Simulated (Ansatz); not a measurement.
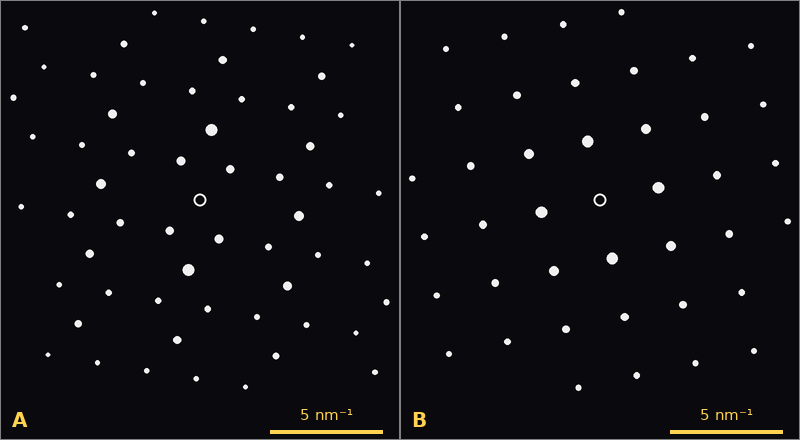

Kinematic electron diffraction patterns (300 kV, B = 0.5 Å², same scale, each along a low-index zone) of two structures of composition KLi, each relaxed at zero pressure with DFT PBE, scalar-relativistic, plane waves, PAW (Ansatz 0.2.0).

The structures (standard cells):
1. Fm-3m (No. 225), a = 7.434 Å, 8 atoms; generated start, possibly hypothetical
2. Fd-3m (No. 227), a = 8.872 Å, 16 atoms; generated start, possibly hypothetical

> Which pattern belongs to which structure, and along which zone?

A is structure 2 along [110] or an equivalent direction: centred rectangular net of -1 1 -1 at d = 5.12 Å and -1 1 1 at d = 5.12 Å, 70.5° apart (some points of this net are extinct or too weak to see). B is structure 1 along [001] or an equivalent direction: square net of 2 0 0 at d = 3.72 Å and 0 2 0 at d = 3.72 Å, 90.0° apart.

> Which structure lies lowest at this level of theory, and by how much?

Structure 2 (Fd-3m, 43.64 Å³ an atom) is the lowest of these; structure 1 (Fm-3m, 51.35 Å³ an atom) lies about 130 meV an atom higher. These are static energies at 0 K; other structures, not shown, may lie lower still.
